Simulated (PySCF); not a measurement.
## Run report: C$_{2}$H$_{4}$Si, excited-state calculation

- system: C$_{2}$H$_{4}$Si, SMILES C#C[SiH3]
- method: TDDFT (BMK)/BFD-VDZ, RKS, core potentials bfd (PySCF 2.14.0)

The geometry comes from this level: PBE0-D4/def2-TZVP.

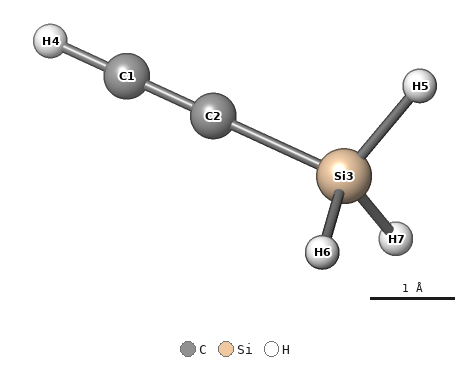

**Figure 1.** The input geometry (ball-and-stick view, seen at a tilt; atoms are numbered from 1 in the order of the input). Bond lengths as drawn: C–C 1.21 Å, C–H 1.07 Å, C–Si 1.82 Å and H–Si 1.48 Å.

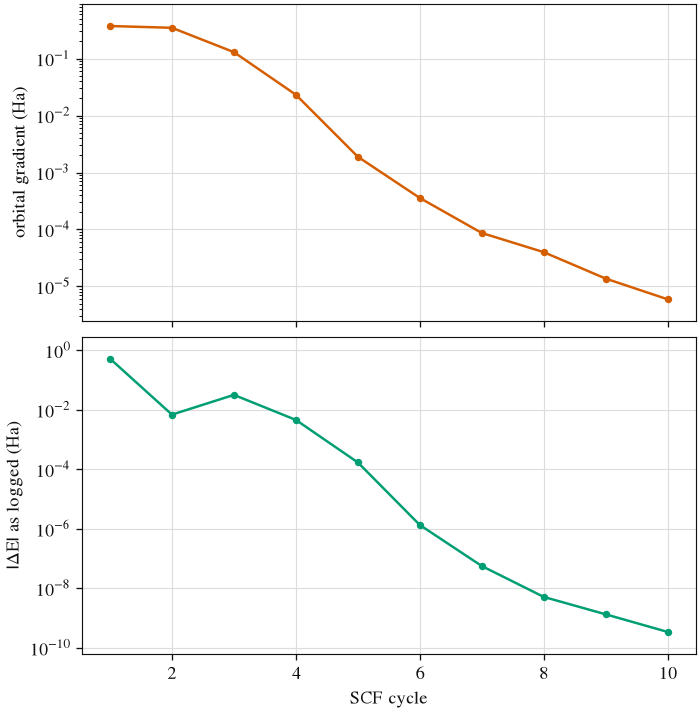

**Figure 2.** Convergence of the self-consistent field: orbital gradient and size of the energy change against the SCF cycle. The residual falls at every step.

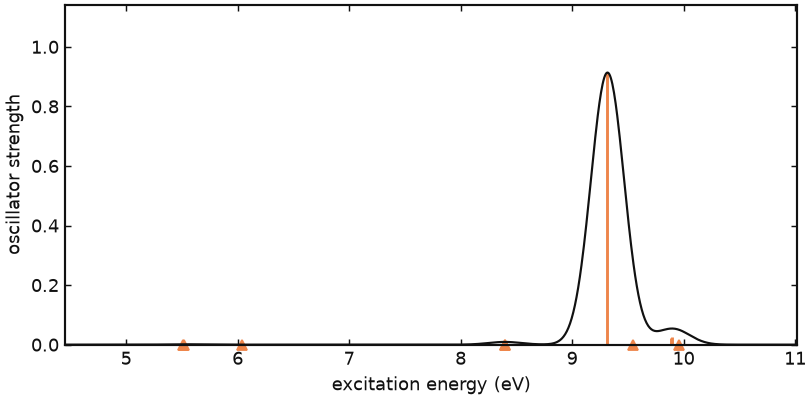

**Figure 3.** Computed excitations as sticks (degenerate states added up, dark ones marked on the axis), with a Gaussian envelope of 0.35 eV full width at half maximum, scaled to the tallest. Of the 10 states the lowest lies at 5.51 eV (f = 0.001); the strongest line is at 9.32 eV, or 133 nm (f = 0.914).

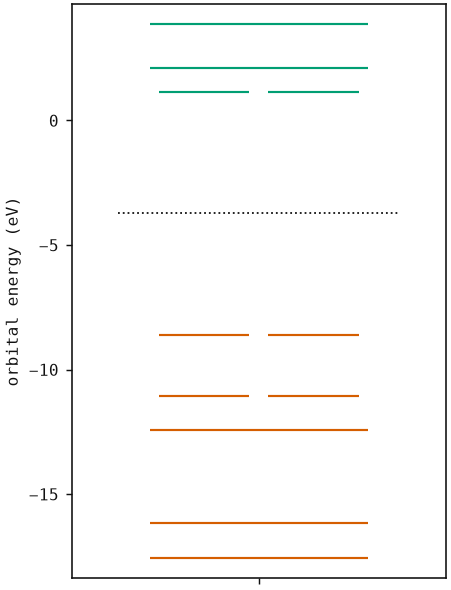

**Figure 4.** Orbital energies near the frontier; the dotted line parts filled from empty levels, and levels within 0.02 eV of each other stand side by side. Highest filled −8.60 eV, lowest empty 1.15 eV, 9.75 eV apart.

The input and output of the run follow.

Input (calc.py):
```python
from pyscf import gto, dft, tdscf

mol = gto.M(
    atom='''
C     -0.580700    -1.871400     0.172200
C     -0.218500    -0.726500     0.062400
Si     0.329800     1.004300    -0.103800
H     -0.901000    -2.883500     0.269300
H     -0.094500     1.528300    -1.425000
H     -0.281700     1.818100     0.974900
H      1.807900     1.062900     0.004400
''',
    symmetry=True,
    spin=0,
    max_memory=1860,
    ecp={'C': 'bfd', 'Si': 'bfd', 'H': 'bfd'},
    basis='bfd-vdz',
    verbose=4,
)

mf = dft.RKS(mol, xc='hyb_mgga_x_bmk,gga_c_bmk')
mf = mf.density_fit(auxbasis='cc-pvdz-jkfit')
mf.kernel()

energy = mf.e_tot
print('E(%s) = %.9f' % ('BMK', energy))

td = mf.TDDFT()
td.nstates = 10
td.kernel()
td.analyze()
roots = td.e * 27.211386
osc = td.oscillator_strength()
print('state   eV      nm      f')
for i, (w, f) in enumerate(zip(roots, osc), 1):
    print('%3d %9.4f %8.1f %9.5f' % (i, w, 1239.842 / w, f))
```

Launch command:
```bash
OMP_NUM_THREADS=1 python calc.py
```

Output:
```
PySCF version 2.14.0

[INPUT] num. atoms = 7
[INPUT] num. electrons = 16
[INPUT] charge = 0
[INPUT] spin (= nelec alpha-beta = 2S) = 0
[INPUT] symmetry True subgroup None
[INPUT] Mole.unit = angstrom
[INPUT] Symbol           X                Y                Z      unit          X                Y                Z       unit  Magmom
[INPUT]  1 C     -0.580700000000  -1.871400000000   0.172200000000 AA   -1.097363960535  -3.536433469511   0.325410838650 Bohr   0.0
[INPUT]  2 C     -0.218500000000  -0.726500000000   0.062400000000 AA   -0.412905158217  -1.372886029497   0.117918910173 Bohr   0.0
[INPUT]  3 Si     0.329800000000   1.004300000000  -0.103800000000 AA    0.623231675882   1.897851946901  -0.196153571730 Bohr   0.0
[INPUT]  4 H     -0.901000000000  -2.883500000000   0.269300000000 AA   -1.702643238233  -5.449025280183   0.508903245345 Bohr   0.0
[INPUT]  5 H     -0.094500000000   1.528300000000  -1.425000000000 AA   -0.178579118771   2.888068436173  -2.692859727505 Bohr   0.0
[INPUT]  6 H     -0.281700000000   1.818100000000   0.974900000000 AA   -0.532335849290   3.435711067072   1.842293998838 Bohr   0.0
[INPUT]  7 H      1.807900000000   1.062900000000   0.004400000000 AA    3.416435860601   2.008589897800   0.008314794948 Bohr   0.0

nuclear repulsion = 27.1872967721261
point group symmetry = C1
symmetry origin: [0. 0. 0.]
symmetry axis x: [1. 0. 0.]
symmetry axis y: [0. 1. 0.]
symmetry axis z: [0. 0. 1.]
num. orbitals of irrep A = 59
number of shells = 27
number of NR pGTOs = 283
number of NR cGTOs = 59
basis = bfd-vdz
ecp = {'C': 'bfd', 'Si': 'bfd', 'H': 'bfd'}

******** <class 'pyscf.df.df_jk.DFRKS'> ********
method = DFRKS
initial guess = minao
damping factor = 0
level_shift factor = 0
DIIS = <class 'pyscf.scf.diis.CDIIS'>
diis_start_cycle = 1
diis_space = 8
diis_damp = 0
SCF conv_tol = 1e-09
SCF conv_tol_grad = None
SCF max_cycles = 50
direct_scf = False
XC library pyscf.dft.libxc version 7.0.0
    S. Lehtola, C. Steigemann, M. J.T. Oliveira, and M. A.L. Marques.,  SoftwareX 7, 1–5 (2018)
XC functionals = hyb_mgga_x_bmk,gga_c_bmk
radial grids:
    Treutler-Ahlrichs [JCP 102, 346 (1995); DOI:10.1063/1.469408] (M4) radial grids

becke partition: Becke, JCP 88, 2547 (1988); DOI:10.1063/1.454033
pruning grids: <function nwchem_prune>
grids dens level: 3
symmetrized grids: True
atomic radii adjust function: <function treutler_atomic_radii_adjust>
small_rho_cutoff = 0
Set gradient conv threshold to 3.16228e-05
Initial guess from minao.
tot grids = 86648
******** <class 'pyscf.df.df.DF'> ********
auxbasis = cc-pvdz-jkfit
init E= -16.8726204131343
  HOMO = -0.355877194048133  LUMO = -0.053974062649415  gap/eV = 8.21520
cycle= 1 E= -17.3998454516423  delta_E= -0.527  |g|= 0.374  |ddm|=  4.7
  HOMO = -0.249061006091044  LUMO = 0.0728264226224524  gap/eV = 8.75900
cycle= 2 E= -17.4067621598674  delta_E= -0.00692  |g|= 0.348  |ddm|= 1.24
  HOMO = -0.313049321728721  LUMO = 0.0418430938036689  gap/eV = 9.65711
cycle= 3 E= -17.4386420221993  delta_E= -0.0319  |g|= 0.13  |ddm|= 0.576
  HOMO = -0.320165567025437  LUMO = 0.0393741244338405  gap/eV = 9.78357
cycle= 4 E= -17.4432303231344  delta_E= -0.00459  |g|= 0.0232  |ddm|= 0.181
  HOMO = -0.315766538564925  LUMO = 0.0425584411604716  gap/eV = 9.75052
cycle= 5 E= -17.4434008431358  delta_E= -0.000171  |g|= 0.00189  |ddm|= 0.044
  HOMO = -0.316178947769241  LUMO = 0.0422442961942337  gap/eV = 9.75319
cycle= 6 E= -17.4434021946191  delta_E= -1.35e-06  |g|= 0.000357  |ddm|= 0.00673
  HOMO = -0.316086033394294  LUMO = 0.0423564129053206  gap/eV = 9.75372
cycle= 7 E= -17.4434022509035  delta_E= -5.63e-08  |g|= 8.67e-05  |ddm|= 0.00119
  HOMO = -0.316090069567093  LUMO = 0.0423458082474563  gap/eV = 9.75354
cycle= 8 E= -17.44340225606  delta_E= -5.16e-09  |g|= 3.99e-05  |ddm|= 0.000426
  HOMO = -0.316089391325571  LUMO = 0.0423466626192274  gap/eV = 9.75354
cycle= 9 E= -17.4434022573973  delta_E= -1.34e-09  |g|= 1.37e-05  |ddm|= 0.000147
  HOMO = -0.316090221564674  LUMO = 0.0423454439196321  gap/eV = 9.75353
cycle= 10 E= -17.4434022577402  delta_E= -3.43e-10  |g|= 5.93e-06  |ddm|= 7.48e-05
  HOMO = -0.316089965193793  LUMO = 0.0423456248865041  gap/eV = 9.75353
Extra cycle  E= -17.4434022577718  delta_E= -3.16e-11  |g|= 5.32e-06  |ddm|= 1.99e-05
converged SCF energy = -17.4434022577718
E(BMK) = -17.443402258

******** <class 'pyscf.tdscf.rks.TDDFT'> for <class 'pyscf.df.df_jk.DFRKS'> ********
nstates = 10 singlet
deg_eia_thresh = 1.000e-03
wfnsym = None
conv_tol = 1e-05
eigh lindep = 1e-12
eigh level_shift = 0
eigh max_cycle = 100

Excitation energies (eV)
[5.51052114 5.51866541 6.03794501 8.39441981 8.40076459 9.31706719
 9.54304473 9.88822646 9.89775389 9.96213041]

** Singlet excitation energies and oscillator strengths **
       7 -> 9         0.45888
       7 -> 10        0.13288
       7 -> 14       -0.10290
       8 -> 9        -0.13257
       8 -> 10        0.45773
       8 -> 13        0.10280
       7 -> 9         0.13267
       7 -> 10       -0.45906
       7 -> 13       -0.10099
       8 -> 9         0.45895
       8 -> 10        0.13339
       8 -> 14       -0.10108
       7 -> 9         0.48157
       8 -> 10       -0.48239
       7 -> 11        0.65566
       8 -> 11        0.24410
       7 -> 11        0.24428
       8 -> 11       -0.65541
       7 -> 10       -0.45971
       7 -> 13        0.16325
       8 -> 9        -0.46044
       8 -> 14       -0.16414
       5 -> 9        -0.38573
       5 -> 10       -0.23676
       6 -> 9        -0.24054
       6 -> 10        0.38661
       7 -> 14        0.17528
       8 -> 13        0.17576
       4 -> 9        -0.12827
       5 -> 9         0.34307
       5 -> 10       -0.14028
       6 -> 9         0.14365
       6 -> 10        0.34447
       6 -> 11        0.21924
       7 -> 9        -0.10959
       7 -> 13        0.12912
       7 -> 14       -0.19221
       8 -> 10       -0.10969
       8 -> 12        0.10408
       8 -> 13        0.19282
       8 -> 14        0.12992
       4 -> 10       -0.12379
       5 -> 9        -0.13939
       5 -> 10       -0.34491
       5 -> 11        0.20752
       6 -> 9         0.34712
       6 -> 10       -0.13400
       7 -> 10        0.10422
       7 -> 12        0.13957
       7 -> 13       -0.18385
       7 -> 14       -0.12027
       8 -> 9        -0.10430
       8 -> 13        0.12277
       8 -> 14       -0.18236
       4 -> 9        -0.14468
       5 -> 11        0.10490
       6 -> 11       -0.14406
       7 -> 12        0.11681
       8 -> 12        0.61049
       8 -> 15       -0.19253

** Transition electric dipole moments (AU) **
state          X           Y           Z        Dip. S.      Osc.
  1        -0.0629      0.0257      0.0194      0.0050      0.0007
  2        -0.0220     -0.0047     -0.0643      0.0046      0.0006
  3        -0.0002      0.0000      0.0002      0.0000      0.0000
  4        -0.1246      0.0307     -0.0729      0.0218      0.0045
  5         0.0684     -0.0356     -0.1289      0.0226      0.0046
  6         0.5999      1.8998     -0.1830      4.0026      0.9137
  7         0.0003     -0.0007     -0.0013      0.0000      0.0000
  8         0.2766     -0.0873     -0.0967      0.0935      0.0226
  9         0.0962      0.0043      0.3082      0.1042      0.0253
 10         0.1451     -0.0369     -0.0609      0.0261      0.0064

WARN: ECP detected. Skipping calculation of transition velocity and magnetic dipole moments, which have not yet been implemented.

state   eV      nm      f
  1    5.5105    225.0   0.00067
  2    5.5187    224.7   0.00063
  3    6.0379    205.3   0.00000
  4    8.3944    147.7   0.00448
  5    8.4008    147.6   0.00464
  6    9.3171    133.1   0.91366
  7    9.5430    129.9   0.00000
  8    9.8882    125.4   0.02265
  9    9.8978    125.3   0.02528
 10    9.9621    124.5   0.00638
```

Results in brief:

```csv
quantity,value
outcome,converged
total energy,−17.443402 hartree
basis functions,59
HOMO,−8.60 eV
LUMO,1.15 eV
dipole moment,0.24 D
lowest excitation,5.51 eV
hardware,"1 thread of Intel Xeon @ 2.90GHz (Ice Lake), 16 GiB of memory available, shared host"
wall time,2.2 min
peak memory,0.5 GiB
```
